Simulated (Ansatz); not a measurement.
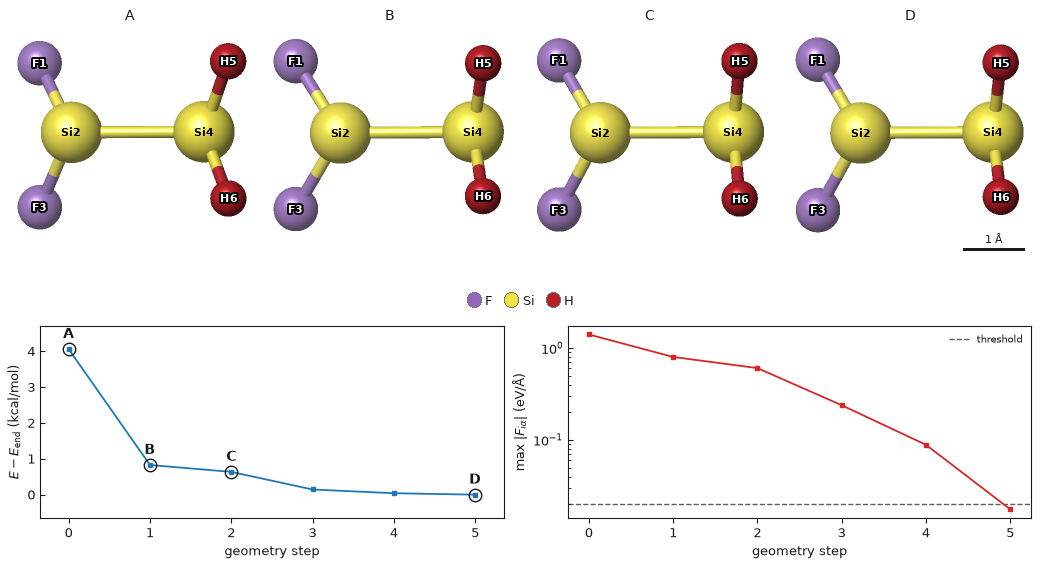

Frames of a relaxation of Si$_{2}$H$_{2}$F$_{2}$, marked on the history of the run. The picture is a ball-and-stick view, seen from a free direction.

The run prepares the start of a later molecular dynamics calculation, from a guessed geometry.

Theory: RKS r2SCAN/STO-3G (Ansatz). Set-up: no spin polarisation; force threshold 0.02 eV/Å; at most 40 steps.

Describe the path.

Si2 moves most after the best rigid fit: 0.18 Å. By element the largest moves are Si 0.18 Å, H 0.13 Å, F 0.10 Å. Near-neighbour distances that change, for instance: F1–Si2 1.615 → 1.641 Å, Si4–H5 1.477 → 1.468 Å, Si2–Si4 2.219 → 2.212 Å. Among the angles between lasting bonds that change: Si2–Si4–H5 110.7° → 100.6°, F1–Si2–Si4 114.3° → 120.1°, F1–Si2–F3 95.4° → 98.9°. Over 5 geometry steps the energy falls by 4.06 kcal/mol. The largest force component goes from 1.4 to 0.018 eV/Å. The run took 15 s on 1 thread of Arm Neoverse N1, on a shared host, peak memory 0.099 GiB. From step 0 to 1: Si4 moves most (0.18 Å), energy −3.23 kcal/mol. From step 1 to 2: H5 moves most (0.09 Å), energy −0.19 kcal/mol. From step 2 to 5: Si2 moves most (0.05 Å), energy −0.64 kcal/mol.

Limits of the set-up: STO-3G is a minimal basis, so the numbers are rough.
